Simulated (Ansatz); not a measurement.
# doublet CH5FGeO+ at 6 levels

Aim: a comparison of 6 runs (UHF/STO-3G, UHF/3-21G, UHF/cc-pVDZ, UHSE06/cc-pVDZ, UPBE-QIDH/cc-pVDZ, UPBE0/cc-pVDZ) of doublet CH5FGeO+. 

Program for the calculation: Ansatz 0.2.0.

128 further runs of the same task are left out: 128 set aside as unsound or not needed.

## Step 1: The structure to begin with

CH5FGeO+ has 9 atoms, charge +1, and is taken as a doublet. As SMILES of the parent species, `[CH3][GeH]([OH])[F]`. The coordinates come from a PBE0-D4/def2-TZVP relaxation. This is one conformer, not always the lowest. That shape belongs to the parent species and isn't relaxed for this state.

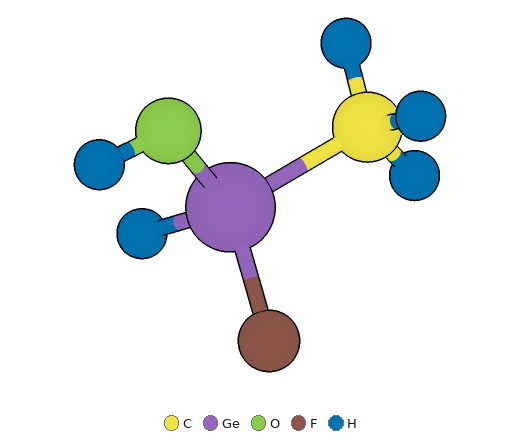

The structure, seen from a chosen angle (carbon yellow, germanium purple, oxygen green, fluorine brown, hydrogen blue).

## Step 2: The energy at UHF/STO-3G (run 1)

in.yaml

```yaml
crystal:
  periodic: [false, false, false]
  atoms:
    - {symbol: C, position_ang: [-0.669000, 0.976900, -0.584200]}
    - {symbol: Ge, position_ang: [0.088300, -0.643700, 0.121500]}
    - {symbol: O, position_ang: [1.270000, -0.170700, 1.345500]}
    - {symbol: F, position_ang: [0.974400, -1.438600, -1.153800]}
    - {symbol: H, position_ang: [0.138900, 1.624900, -0.924600]}
    - {symbol: H, position_ang: [-1.237900, 1.493500, 0.189700]}
    - {symbol: H, position_ang: [-1.327100, 0.751300, -1.423500]}
    - {symbol: H, position_ang: [-0.865500, -1.725100, 0.656800]}
    - {symbol: H, position_ang: [1.716500, -0.914700, 1.755500]}
basis:
  gaussian:
    orbitals: STO-3G
output: {orbitals: {seedname: orbitals}}
magnetization:
  spin_polarized: true
  initial_magnetization: 1
hamiltonian:
  xc: hf
accuracy: high
total_charge: 1
```

On the command line:

```
$ ansatz run in.yaml --threads 1 --pin off --max-ram 3480MiB --events-out events.jsonl --progress --plain --runs-dir runs
```

The program printed:

```text
Warning: RAYON_NUM_THREADS=1 ignored (pool sized by the plan → 1); use --threads N
Functional definition: HF
  name "HF"
  exchange = exact_x
  correlation = 0
700 factors; integrals over basis functions are off by at most 3.5e-9 eV
mean field evaluation 1: about -61591.1811 eV, gradient 2.4e1 eV
mean field evaluation 2: about -61591.2805 eV, gradient 2.4e1 eV
mean field evaluation 4: about -61597.0689 eV, gradient 2.2e0 eV
mean field evaluation 8: about -61597.1721 eV, gradient 1.4e0 eV
mean field evaluation 16: about -61599.6463 eV, gradient 1.9e-2 eV
mean field evaluation 32: about -61599.6414 eV, gradient 4.1e-1 eV
mean field evaluation 64: about -61598.0609 eV, gradient 7.6e0 eV
mean field evaluation 96: about -61598.7576 eV, gradient 9.6e-1 eV
mean field -61599.64507865 eV, -2263.7452029012 hartree, gradient 1.8e-8 eV, S^2 0.757639; 5 other end points of the search recorded, 0 dependent functions left out
reference -61599.64507865 eV, -2263.7452029012 hartree; 30, 29 occupied and 8, 9 virtual orbitals, 700 factors
Total energy: -61599.64507865 eV, -2263.7452029012 hartree
```

It took 1.6 s on 1 thread of Arm Neoverse V2, shared host; peak memory 0.12 GiB.

## Step 3: The energy at UHF/3-21G (run 2)

molecule.yaml

```yaml
crystal:
  periodic: [false, false, false]
  atoms:
    - {symbol: C, position_ang: [-0.669000, 0.976900, -0.584200]}
    - {symbol: Ge, position_ang: [0.088300, -0.643700, 0.121500]}
    - {symbol: O, position_ang: [1.270000, -0.170700, 1.345500]}
    - {symbol: F, position_ang: [0.974400, -1.438600, -1.153800]}
    - {symbol: H, position_ang: [0.138900, 1.624900, -0.924600]}
    - {symbol: H, position_ang: [-1.237900, 1.493500, 0.189700]}
    - {symbol: H, position_ang: [-1.327100, 0.751300, -1.423500]}
    - {symbol: H, position_ang: [-0.865500, -1.725100, 0.656800]}
    - {symbol: H, position_ang: [1.716500, -0.914700, 1.755500]}
basis:
  gaussian:
    orbitals: 3-21G-spherical.json
total_charge: 1
magnetization:
  spin_polarized: true
  initial_magnetization: 1
hamiltonian:
  xc: hf
accuracy: high
output: {orbitals: {seedname: orbitals}}
```

The basis set 3-21G is read from a file made from the Basis Set Exchange's data (not shown).

On the command line:

```
$ ansatz run molecule.yaml --threads 1 --pin off --max-ram 3480MiB --events-out events.jsonl --progress --plain --runs-dir runs
```

The program printed (excerpt; [...] marks lines left out):

```text
Warning: RAYON_NUM_THREADS=1 ignored (pool sized by the plan → 1); use --threads N
[... 2 set-up lines as earlier in the session ...]
[...]
1197 factors; integrals over basis functions are off by at most 1.0e-8 eV
[...]
mean field -62014.25238938 eV, -2278.9817405397 hartree, gradient 7.0e-8 eV, S^2 0.755139; 3 other end points of the search recorded, 0 dependent functions left out
reference -62014.25238938 eV, -2278.9817405397 hartree; 30, 29 occupied and 29, 30 virtual orbitals, 1197 factors
Total energy: -62014.25238938 eV, -2278.9817405397 hartree
```

It took 5.1 s on 1 thread of Arm Neoverse V2, shared host; peak memory 0.19 GiB.

Runs 3 to 4 aren't shown in full; the table further down has their settings and results.

## Step 4: A single-point energy at UPBE-QIDH/cc-pVDZ (run 5)

run.yaml

```yaml
crystal:
  periodic: [false, false, false]
  atoms:
    - symbol: C
      position_ang: [-0.669000, 0.976900, -0.584200]
    - symbol: Ge
      position_ang: [0.088300, -0.643700, 0.121500]
    - symbol: O
      position_ang: [1.270000, -0.170700, 1.345500]
    - symbol: F
      position_ang: [0.974400, -1.438600, -1.153800]
    - symbol: H
      position_ang: [0.138900, 1.624900, -0.924600]
    - symbol: H
      position_ang: [-1.237900, 1.493500, 0.189700]
    - symbol: H
      position_ang: [-1.327100, 0.751300, -1.423500]
    - symbol: H
      position_ang: [-0.865500, -1.725100, 0.656800]
    - symbol: H
      position_ang: [1.716500, -0.914700, 1.755500]
basis:
  gaussian:
    orbitals: cc-pVDZ
magnetization:
  spin_polarized: true
  initial_magnetization: 1
accuracy: high
total_charge: 1
correlation:
  frozen_orbitals: {C: 1, F: 1, Ge: 9, H: 0, O: 1}
output:
  orbitals: {seedname: orbitals}
hamiltonian:
  xc: {name: PBE-QIDH}
```

On the command line:

```
$ ansatz run run.yaml --threads 1 --pin off --max-ram 3480MiB --events-out events.jsonl --progress --plain --runs-dir runs
```

The program printed (excerpt; [...] marks lines left out):

```text
Warning: RAYON_NUM_THREADS=1 ignored (pool sized by the plan → 1); use --threads N
Functional definition: PBE-QIDH
  name "PBE-QIDH"
[...]
2147 factors; integrals over basis functions are off by at most 4.4e-9 eV
[...]
mean field -62358.57969043 eV, -2291.6355354599 hartree, gradient 1.8e-8 eV, S^2 0.757553; 3 other end points of the search recorded, 0 dependent functions left out
12 core orbitals not correlated: weight in the atoms' cores, before any rotation towards them, 1.000 or more for the frozen orbitals, at most 0.000 for the correlated occupied ones
reference -62358.57969146 eV, -2291.6355354977 hartree; 18, 17 occupied and 64, 65 virtual orbitals, 2147 factors
second order -18.20724660 eV of doubles, -0.00000000 eV of singles
Total energy: -62364.64877366 eV, -2291.8585701548 hartree
```

Wall time 34 s (1 thread of Arm Neoverse V2, shared host); peak memory 0.52 GiB.

## Step 5: The energy at UPBE0/cc-pVDZ (run 6)

run.yaml

```yaml
crystal:
  periodic: [false, false, false]
  atoms:
    - {symbol: C, position_ang: [-0.669000, 0.976900, -0.584200]}
    - {symbol: Ge, position_ang: [0.088300, -0.643700, 0.121500]}
    - {symbol: O, position_ang: [1.270000, -0.170700, 1.345500]}
    - {symbol: F, position_ang: [0.974400, -1.438600, -1.153800]}
    - {symbol: H, position_ang: [0.138900, 1.624900, -0.924600]}
    - {symbol: H, position_ang: [-1.237900, 1.493500, 0.189700]}
    - {symbol: H, position_ang: [-1.327100, 0.751300, -1.423500]}
    - {symbol: H, position_ang: [-0.865500, -1.725100, 0.656800]}
    - {symbol: H, position_ang: [1.716500, -0.914700, 1.755500]}
basis:
  gaussian: {orbitals: cc-pVDZ}
hamiltonian: {xc: pbe0}
output: {orbitals: {seedname: orbitals}}
magnetization: {spin_polarized: true, initial_magnetization: 1}
total_charge: 1
accuracy: high
```

On the command line:

```
$ ansatz run run.yaml --threads 1 --pin off --max-ram 3480MiB --events-out events.jsonl --progress --plain --runs-dir runs
```

The program printed:

```text
Warning: RAYON_NUM_THREADS=1 ignored (pool sized by the plan → 1); use --threads N
Functional definition: PBE0
  name "PBE0"
  parameter a = 0.25
  parameter kappa = 0.804
  parameter beta = 0.06672455060314922
  exchange = (1 - a)*pbe_x(kappa = kappa, mu = beta*pi^2/3) + a*exact_x
  correlation = pbe_c(beta = beta)
2147 factors; integrals over basis functions are off by at most 4.4e-9 eV
mean field evaluation 1: about -62359.7205 eV, gradient 6.7e1 eV
mean field evaluation 2: about -62305.2930 eV, gradient 1.3e2 eV
mean field evaluation 4: about -62374.2388 eV, gradient 2.7e1 eV
mean field evaluation 8: about -62377.3778 eV, gradient 1.2e0 eV
mean field evaluation 16: about -62377.5369 eV, gradient 1.1e-2 eV
mean field evaluation 32: about -62377.5369 eV, gradient 1.1e-6 eV
mean field -62377.53689818 eV, -2292.3321999949 hartree, gradient 5.5e-8 eV, S^2 0.759641; 4 other end points of the search recorded, 0 dependent functions left out
reference -62377.53690078 eV, -2292.3322000906 hartree; 30, 29 occupied and 64, 65 virtual orbitals, 2147 factors
Total energy: -62377.53690078 eV, -2292.3322000906 hartree
```

Wall time 23 s (1 thread of Arm Neoverse V2, shared host); peak memory 0.52 GiB.

## Step 6: All runs side by side

```csv
run,level,frozen core orbitals,energy (Eh),HOMO energy (eV),LUMO energy (eV),⟨S²⟩,wall time
1,UHF/STO-3G,–,-2263.745203,-16.09,-3.75,0.758,1.6 s
2,UHF/3-21G,–,-2278.981741,-17.87,-7.69,0.755,5.1 s
3,UHF/cc-pVDZ,–,-2290.113278,-17.95,-7.81,0.757,15 s
4,UHSE06/cc-pVDZ,–,-2292.323701,-14.93,-13.68,0.759,26 s
5,UPBE-QIDH/cc-pVDZ,12,-2291.858570,-16.91,-10.77,0.758,34 s
6,UPBE0/cc-pVDZ,–,-2292.332200,-15.32,-13.32,0.760,23 s
```

## Step 7: Outcome

```
                                 quantity           value
                      run 6: total energy  -2292.33220 Eh
run 6: HOMO energy (highest over α and β)       -15.32 eV
 run 6: LUMO energy (lowest over α and β)       -13.32 eV
                              run 6: ⟨S²⟩           0.760
```

What this shows: Totals of different functionals can't be ranked against each other. In run 1 the basis is minimal, so the values are rough. All runs together took 1.7 min, the longest 34 s.
